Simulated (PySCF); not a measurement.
# C3H3FO: NMR shifts, electronic excitations and K edges in gas and solvents, part 2 of 2

PySCF 2.14.0. Atoms count from 0.

### 8 TDDFT and polarisability: wB97X-D/def2-SVPD

Job settings and geometry (Å):

```
{"job": {"kind": "uv", "xc": "wB97X-D", "basis": "def2-SVPD", "dynamic": true, "nstates": 6, "ntriplets": 0}, "charge": 0, "multiplicity": 1}
C      0.987202     0.771862    -0.077240
C      0.141016    -0.101275     0.473277
C     -0.989782    -0.634762    -0.310300
O     -1.277905    -0.395357    -1.435747
F     -1.725223    -1.482052     0.422346
H      0.844965     1.094181    -1.112969
H      1.832121     1.179366     0.482751
H      0.244392    -0.450843     1.503173
```

With the program's defaults for keys left out, this is: TDDFT wB97X-D/def2-SVPD, vertical, gas phase, core orbitals frozen in the response.

Output:

```text
coarse grid: 7296 points
cycle   1  E = -290.6731816010  dE =  8.171e-01  |g| = 8.971e-01  |ddm| = 3.647e+00
cycle   2  E = -290.5126717749  dE =  1.605e-01  |g| = 1.349e+00  |ddm| = 2.347e+00
cycle   3  E = -290.8323672784  dE = -3.197e-01  |g| = 1.251e-01  |ddm| = 1.409e+00
cycle   4  E = -290.8346866626  dE = -2.319e-03  |g| = 5.812e-02  |ddm| = 1.369e-01
cycle   5  E = -290.8352583135  dE = -5.717e-04  |g| = 1.008e-02  |ddm| = 5.578e-02
cycle   6  E = -290.8352850488  dE = -2.674e-05  |g| = 4.032e-03  |ddm| = 2.202e-02
cycle   7  E = -290.8352899496  dE = -4.901e-06  |g| = 1.052e-03  |ddm| = 8.802e-03
final grid: 72552 points
cycle   8  E = -290.8806001351  dE = -7.578e-05  |g| = 6.127e-03  |ddm| = 1.190e-01
cycle   9  E = -290.8805978322  dE =  2.303e-06  |g| = 7.702e-03  |ddm| = 1.950e-02
cycle  10  E = -290.8806075392  dE = -9.707e-06  |g| = 8.218e-04  |ddm| = 5.452e-03
cycle  11  E = -290.8806076679  dE = -1.287e-07  |g| = 4.731e-04  |ddm| = 1.958e-03
cycle  12  E = -290.8806077160  dE = -4.807e-08  |g| = 1.278e-04  |ddm| = 7.598e-04
cycle  13  E = -290.8806077204  dE = -4.450e-09  |g| = 2.589e-05  |ddm| = 2.488e-04
cycle  14  E = -290.8806077209  dE = -4.654e-10  |g| = 7.586e-06  |ddm| = 9.059e-05
converged SCF energy = -290.8806077209

Static polarisability (au): isotropic 40.745, principal 27.687 41.490 53.058

Singlet excitations
state   eV       nm        f      main configurations
  1   5.2494    236.2   0.00006   H-1->L 0.94
  2   6.4077    193.5   0.30204   H->L 0.97
  3   7.4699    166.0   0.00081   H-3->L 0.94
  4   8.1870    151.4   0.00076   H-4->L 0.93
  5   8.3953    147.7   0.05153   H-2->L 0.91
  6   8.6044    144.1   0.06080   H->L+1 0.93
```

Wall time 10 s (1 thread of Arm Neoverse V2, shared host); peak memory 0.59 GiB.

The orbitals next to the gap, with their largest atomic shares:

```
orbital      eV                      atoms
 HOMO−3  -13.26  C0 23 %, F4 19 %, O3 13 %
 HOMO−2  -13.16  O3 41 %, F4 34 %, C2 17 %
 HOMO−1  -11.12   O3 68 %, C2 10 %, F4 9 %
   HOMO  -10.78  C1 37 %, C0 35 %, O3 13 %
   LUMO   -0.33  C0 30 %, C1 20 %, C2 19 %
 LUMO+1    2.35  C0 32 %, C1 18 %, C2 16 %
 LUMO+2    2.94  C2 22 %, H6 16 %, F4 16 %
```

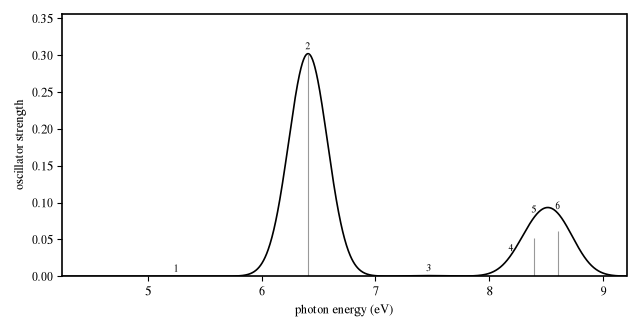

Absorption spectrum from the 6 singlet states computed; above the last one it falls off for lack of states. Lines are broadened to a width of 0.40 eV (Gaussian).

Ground-state properties from the same run:

```
           property  computed
  dipole moment (D)      3.32
polarisability (Å³)      6.04
 HOMO–LUMO gap (eV)     10.45
      −ε(HOMO) (eV)     10.78
C6 with itself (au)       714
```

### 9 Ultraviolet spectrum: wB97X-D/def2-SVPD in chloroform

Same as in step 8 but for these lines:

```diff
@@ -1,2 +1,2 @@
-{"job": {"kind": "uv", "xc": "wB97X-D", "basis": "def2-SVPD", "dynamic": true, "nstates": 6, "ntriplets": 0}, "charge": 0, "multiplicity": 1}
+{"job": {"kind": "uv", "xc": "wB97X-D", "basis": "def2-SVPD", "solvent": "chloroform", "nstates": 6, "ntriplets": 0}, "charge": 0, "multiplicity": 1}
 C      0.987202     0.771862    -0.077240
```

With the program's defaults for keys left out, this is: TDDFT wB97X-D/def2-SVPD, vertical, IEF-PCM chloroform (non-equilibrium linear response), core orbitals frozen in the response.

Output:

```text
coarse grid: 7296 points
cycle   1  E = -290.6875325258  dE =  8.029e-01  |g| = 8.783e-01  |ddm| = 3.652e+00
cycle   2  E = -290.5689898285  dE =  1.185e-01  |g| = 1.244e+00  |ddm| = 2.201e+00
cycle   3  E = -290.8386709345  dE = -2.697e-01  |g| = 1.017e-01  |ddm| = 1.236e+00
cycle   4  E = -290.8401770127  dE = -1.506e-03  |g| = 5.182e-02  |ddm| = 1.210e-01
cycle   5  E = -290.8406310916  dE = -4.541e-04  |g| = 9.038e-03  |ddm| = 5.585e-02
cycle   6  E = -290.8406520321  dE = -2.094e-05  |g| = 3.438e-03  |ddm| = 2.115e-02
cycle   7  E = -290.8406557039  dE = -3.672e-06  |g| = 8.557e-04  |ddm| = 7.647e-03
final grid: 72552 points
cycle   8  E = -290.8859347832  dE = -7.635e-05  |g| = 5.959e-03  |ddm| = 1.250e-01
cycle   9  E = -290.8859336872  dE =  1.096e-06  |g| = 7.143e-03  |ddm| = 2.102e-02
cycle  10  E = -290.8859419554  dE = -8.268e-06  |g| = 7.754e-04  |ddm| = 4.986e-03
cycle  11  E = -290.8859420919  dE = -1.365e-07  |g| = 4.199e-04  |ddm| = 2.261e-03
cycle  12  E = -290.8859421320  dE = -4.010e-08  |g| = 1.292e-04  |ddm| = 7.998e-04
cycle  13  E = -290.8859421366  dE = -4.524e-09  |g| = 3.061e-05  |ddm| = 2.654e-04
cycle  14  E = -290.8859421371  dE = -5.256e-10  |g| = 7.705e-06  |ddm| = 1.055e-04
converged SCF energy = -290.8859421371

Static polarisability (au): isotropic 49.250, principal 32.807 50.181 64.761

Singlet excitations
state   eV       nm        f      main configurations
  1   5.4423    227.8   0.00010   H-1->L 0.95
  2   6.1507    201.6   0.36021   H->L 0.97
  3   7.3894    167.8   0.00065   H-2->L 0.95
  4   8.1810    151.6   0.00132   H-4->L 0.94
  5   8.5506    145.0   0.06127   H-3->L 0.90
  6   8.5949    144.3   0.07764   H->L+1 0.85
```

Wall time 8.2 s (1 thread of Arm Neoverse V2, shared host); peak memory 0.6 GiB.

In short: HOMO -10.58 eV, LUMO -0.19 eV; lowest singlet 5.44 eV.

### 10 Excited states and response: wB97X-D/def2-SVPD in methanol

Same as in step 9 but for these lines:

```diff
@@ -1,2 +1,2 @@
-{"job": {"kind": "uv", "xc": "wB97X-D", "basis": "def2-SVPD", "solvent": "chloroform", "nstates": 6, "ntriplets": 0}, "charge": 0, "multiplicity": 1}
+{"job": {"kind": "uv", "xc": "wB97X-D", "basis": "def2-SVPD", "solvent": "methanol", "nstates": 6, "ntriplets": 0}, "charge": 0, "multiplicity": 1}
 C      0.987202     0.771862    -0.077240
```

Method: TDDFT wB97X-D/def2-SVPD, vertical, IEF-PCM methanol (non-equilibrium linear response), core orbitals frozen in the response.

Output:

```text
coarse grid: 7296 points
cycle   1  E = -290.6920655718  dE =  7.985e-01  |g| = 8.727e-01  |ddm| = 3.655e+00
cycle   2  E = -290.5847549818  dE =  1.073e-01  |g| = 1.214e+00  |ddm| = 2.163e+00
cycle   3  E = -290.8408161807  dE = -2.561e-01  |g| = 9.545e-02  |ddm| = 1.188e+00
cycle   4  E = -290.8421379272  dE = -1.322e-03  |g| = 5.014e-02  |ddm| = 1.202e-01
cycle   5  E = -290.8425629805  dE = -4.251e-04  |g| = 8.773e-03  |ddm| = 5.899e-02
cycle   6  E = -290.8425823073  dE = -1.933e-05  |g| = 3.226e-03  |ddm| = 2.245e-02
cycle   7  E = -290.8425855519  dE = -3.245e-06  |g| = 7.961e-04  |ddm| = 7.679e-03
final grid: 72552 points
cycle   8  E = -290.8878510458  dE = -7.648e-05  |g| = 5.922e-03  |ddm| = 1.275e-01
cycle   9  E = -290.8878502867  dE =  7.591e-07  |g| = 6.993e-03  |ddm| = 2.171e-02
cycle  10  E = -290.8878581892  dE = -7.902e-06  |g| = 7.703e-04  |ddm| = 4.883e-03
cycle  11  E = -290.8878583322  dE = -1.430e-07  |g| = 4.055e-04  |ddm| = 2.411e-03
cycle  12  E = -290.8878583711  dE = -3.887e-08  |g| = 1.310e-04  |ddm| = 8.432e-04
cycle  13  E = -290.8878583757  dE = -4.660e-09  |g| = 3.292e-05  |ddm| = 2.764e-04
cycle  14  E = -290.8878583763  dE = -5.593e-10  |g| = 7.727e-06  |ddm| = 1.135e-04
converged SCF energy = -290.8878583763

Static polarisability (au): isotropic 52.970, principal 35.489 53.986 69.436

Singlet excitations
state   eV       nm        f      main configurations
  1   5.5113    225.0   0.00009   H-1->L 0.95
  2   6.1537    201.5   0.34889   H->L 0.97
  3   7.3588    168.5   0.00054   H-2->L 0.96
  4   8.1783    151.6   0.00138   H-4->L 0.95
  5   8.5964    144.2   0.07036   H->L+1 0.83
  6   8.6206    143.8   0.05230   H-3->L 0.89
```

Wall time 8.2 s (1 thread of Arm Neoverse V2, shared host); peak memory 0.6 GiB.

In short: HOMO -10.52 eV, LUMO -0.16 eV; lowest singlet 5.51 eV.

### 11 K-edge absorption: BHandHLYP/aug-pcX-1+pcseg-1

Same as in step 10 but for these lines:

```diff
@@ -1,2 +1,2 @@
-{"job": {"kind": "uv", "xc": "wB97X-D", "basis": "def2-SVPD", "solvent": "methanol", "nstates": 6, "ntriplets": 0}, "charge": 0, "multiplicity": 1}
+{"job": {"kind": "xas", "xc": "BHandHLYP", "basis": {"default": "aug-pcX-1", "H": "pcseg-1"}}, "charge": 0, "multiplicity": 1}
 C      0.987202     0.771862    -0.077240
```

Level: core-valence-separated TDA BHandHLYP/aug-pcX-1 H:pcseg-1, K edges, non-relativistic, gas phase.

Output:

```text
coarse grid: 7296 points
cycle   1  E = -290.8263848103  dE =  8.154e-01  |g| = 8.612e-01  |ddm| = 3.403e+00
cycle   2  E = -290.6835668763  dE =  1.428e-01  |g| = 1.287e+00  |ddm| = 1.363e+00
cycle   3  E = -290.9638298234  dE = -2.803e-01  |g| = 1.290e-01  |ddm| = 8.994e-01
cycle   4  E = -290.9661458468  dE = -2.316e-03  |g| = 6.407e-02  |ddm| = 1.120e-01
cycle   5  E = -290.9667632240  dE = -6.174e-04  |g| = 8.742e-03  |ddm| = 4.788e-02
cycle   6  E = -290.9667817544  dE = -1.853e-05  |g| = 3.632e-03  |ddm| = 1.174e-02
cycle   7  E = -290.9667853473  dE = -3.593e-06  |g| = 9.658e-04  |ddm| = 4.572e-03
final grid: 72552 points
cycle   8  E = -290.9964667210  dE = -6.806e-05  |g| = 3.017e-03  |ddm| = 2.464e-02
cycle   9  E = -290.9964665588  dE =  1.622e-07  |g| = 2.886e-03  |ddm| = 4.566e-03
cycle  10  E = -290.9964680033  dE = -1.444e-06  |g| = 5.471e-04  |ddm| = 2.248e-03
cycle  11  E = -290.9964680437  dE = -4.042e-08  |g| = 2.810e-04  |ddm| = 4.853e-04
cycle  12  E = -290.9964680574  dE = -1.375e-08  |g| = 5.133e-05  |ddm| = 2.109e-04
cycle  13  E = -290.9964680580  dE = -5.471e-10  |g| = 2.067e-05  |ddm| = 4.310e-05
converged SCF energy = -290.9964680580

C K edge
   eV          f      from atoms
  281.746   0.06464   C0
  282.448   0.04210   C1
  285.249   0.07835   C2
  286.571   0.01628   C1 C0
  286.612   0.01632   C0 C1
  286.770   0.02515   C1
  287.261   0.02473   C0
  287.711   0.01150   C1
  287.921   0.00088   C1
  288.103   0.00290   C0
  288.259   0.00640   C0
  288.323   0.00342   C1
  288.669   0.00161   C0
  289.042   0.00180   C0 C1
  289.054   0.00704   C1
  289.095   0.00293   C1

O K edge
   eV          f      from atoms
  528.996   0.04295   O3
  534.215   0.00036   O3
  534.598   0.00679   O3
  534.957   0.00625   O3
  535.239   0.00183   O3
  535.575   0.00025   O3
  536.013   0.00446   O3
  536.120   0.00237   O3

F K edge
   eV          f      from atoms
  684.534   0.01141   F4
  687.141   0.01082   F4
  688.003   0.02343   F4
  688.639   0.00388   F4
  688.690   0.00261   F4
  688.863   0.00802   F4
  688.943   0.00221   F4
  689.671   0.00115   F4
```

Wall time 7.6 s (1 thread of Arm Neoverse V2, shared host); peak memory 0.77 GiB.

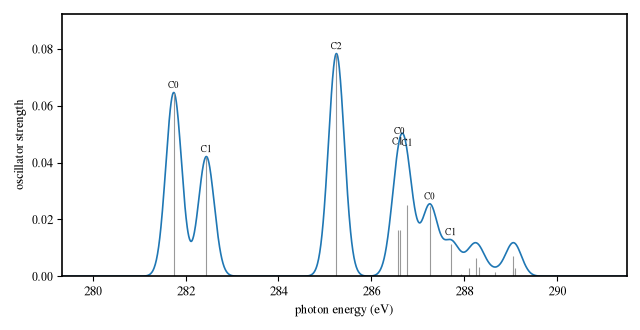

The C K edge. Lines are broadened to a width of 0.40 eV (Gaussian).

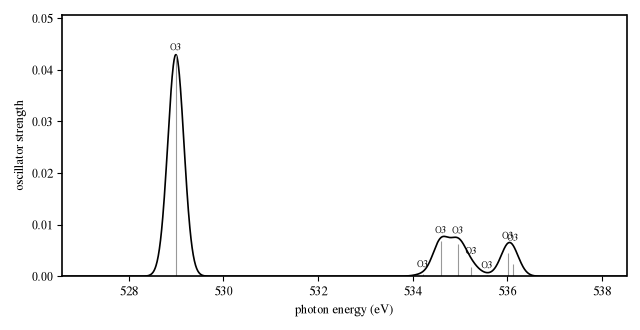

The O K edge. Lines are broadened to a width of 0.40 eV (Gaussian).

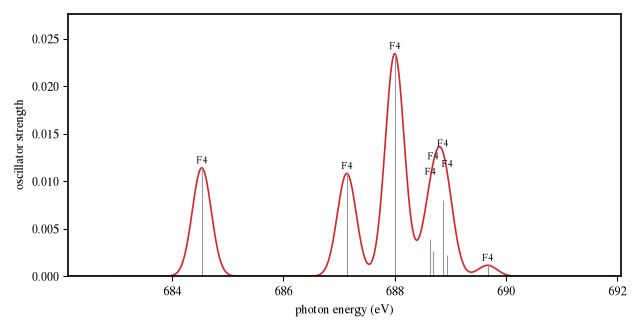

The F K edge. Lines are broadened to a width of 0.40 eV (Gaussian).

### 12 Run by run: NMR shifts

Shifts (ppm) of some atoms, chosen among heavy atoms and hydrogens apart, with basis size and wall time (the measured row can stand on another reference than the computed rows):

```
                             run     C2     C0     C1    H5    H6     O3    F4  functions   time
     PBE0/pcSseg-1 in chloroform  165.8  154.4  131.7  7.36  6.87  408.4  37.5        100  5.2 s
       PBE0/pcSseg-1 in methanol  166.9  156.1  131.8  7.40  7.00  402.7  37.1        100  4.3 s
PBE0/pcSseg-1 in tetrahydrofuran  166.2  155.1  131.8  7.38  6.92  406.1  37.3        100  4.2 s
     WP04/pcSseg-1 in chloroform  167.1  152.9  130.1  7.07  6.60  395.4  32.1        100  4.4 s
  wB97X-D/pcSseg-1 in chloroform  166.8  155.4  132.0  7.37  6.90  405.5  41.3        100  5.2 s
                        measured      –      –      –  6.60  6.25      –  24.0          –      –
```

Measured: solution, not stated per compound (mostly CDCl3 or CCl4); Pretsch, Buehlmann, Badertscher, Structure Determination of Organic Compounds, 4th ed. (2009); solution; E. Pretsch, P. Bühlmann, M. Badertscher, Structure Determination of Organic Compounds, 4th ed., Springer 2009.

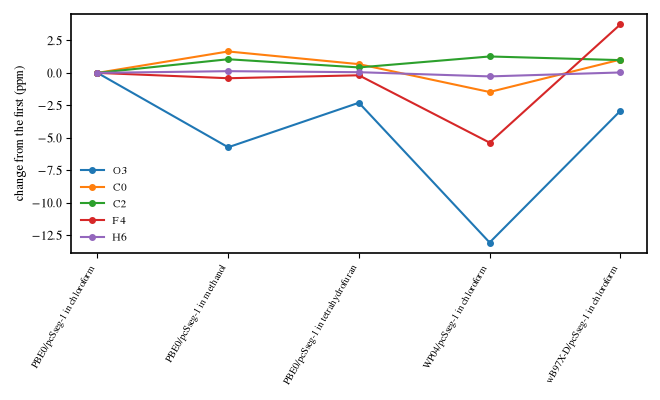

How five of the tabulated atoms move from run to run.

### 13 Side by side: electronic excitations

Excitations and ground-state properties, with basis size and wall time:

```
                            run  lowest singlet (eV)  brightest (eV)      f  gap (eV)  α (Å³)  μ (D)  functions   time
              wB97X-D/def2-SVPD                 5.25            6.41  0.302     10.45    6.04   3.32        130   10 s
wB97X-D/def2-SVPD in chloroform                 5.44            6.15  0.360     10.39    7.30   3.95        130  8.2 s
  wB97X-D/def2-SVPD in methanol                 5.51            6.15  0.349     10.36    7.85   4.18        130  8.2 s
```

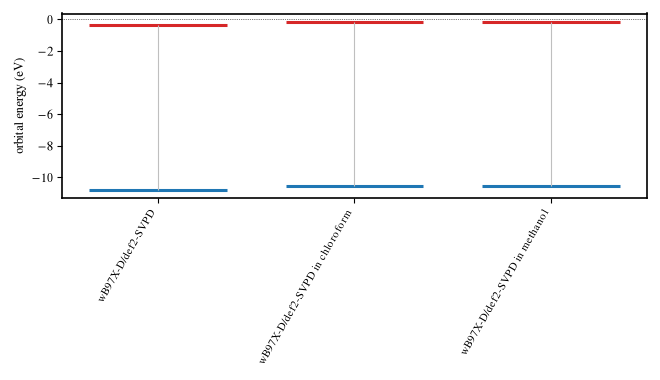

HOMO (blue) and LUMO (red) run by run.

The continuum's effect on the ground state:

```
   solvent      ε  polarisation energy (Eh)  μ (D)
chloroform   4.71                   -0.0061   3.95
  methanol  32.61                   -0.0086   4.18
```

### 14 Outcome

The summary covers parts 1 to 2.

| quantity | value |
| --- | --- |
| point group | Cs |
| rotational constants (main isotopes) | 11.00, 4.23, 3.05 GHz |
| 13C shifts against TMS (PBE0/pcSseg-1, chloroform) | 165.8, 154.4, 131.7 ppm |
| 1H shifts against TMS (PBE0/pcSseg-1, chloroform) | 7.36, 6.87, 6.27 ppm |
| 17O shifts against H2O (PBE0/pcSseg-1, chloroform) | 408.4 ppm |
| 19F shifts against CFCl3 (PBE0/pcSseg-1, chloroform) | 37.5 ppm |
| measured, and computed on the same scale | H7 δ 6.14, 6.27; H6 δ 6.25, 6.87; H5 δ 6.60, 7.36; F4 δ 24.0, 37.5 ppm |
| lowest singlet (wB97X-D/def2-SVPD) | 5.25 eV (236 nm), f = 0.000 |
| brightest single state of those computed | state 2, 6.41 eV, f = 0.302 |
| C K edge | first line 281.75 eV, strongest 285.25 eV (f = 0.078) |
| O K edge | first line 529.00 eV, strongest 529.00 eV (f = 0.043) |
| F K edge | first line 684.53 eV, strongest 688.00 eV (f = 0.023) |
| range of the shift of O3 (PBE0/pcSseg-1 runs) | 402.7 to 408.4 ppm |
| range of the lowest singlet | 5.25 to 5.51 eV |

In words: The optimisation took 9 steps and gained 0.054 eV; among the close pairs (by a distance rule), C0–H6 changed most, from 1.066 to 1.092 Å. No frequency check was run at this level, so the end point may be a saddle. At PBE0/pcSseg-1: The widest tensor belongs to O3: span 600 ppm, with a paramagnetic part of -470 ppm. Against the measured 1H shifts the unscaled results are off by 0.50 ppm on average (signed mean +0.50, 3 signals). The one measured 19F shift is missed by +13.5 ppm (computed less measured, unscaled). Vibration and temperature are missing from the calculation, so part of the miss against the measured shifts is not the functional's. The lowest singlet, at 5.25 eV, is HOMO−1→LUMO 0.94 and is dark; of the 6 states computed, the strongest absorption comes from state 2 at 6.41 eV. At the C edge the strongest single line lifts a 1s electron of C2 into several orbitals, led by LUMO (weight 0.66), 3.5 eV above the first line. At the O edge the strongest single line lifts a 1s electron of O3 into LUMO (weight 0.71), and it is the first line. Absolute edge energies from this method are off by several eV; spacings are better. At one level, PBE0/pcSseg-1: Across the 3 runs the shift of O3 moves most, between 402.7 (PBE0/pcSseg-1 in methanol) and 408.4 ppm (PBE0/pcSseg-1 in chloroform). The lowest singlet runs from 5.25 eV (wB97X-D/def2-SVPD) to 5.51 eV (wB97X-D/def2-SVPD in methanol), while the orbital gap spans 10.36 to 10.45 eV. The lowest state need not be the same one in every run.
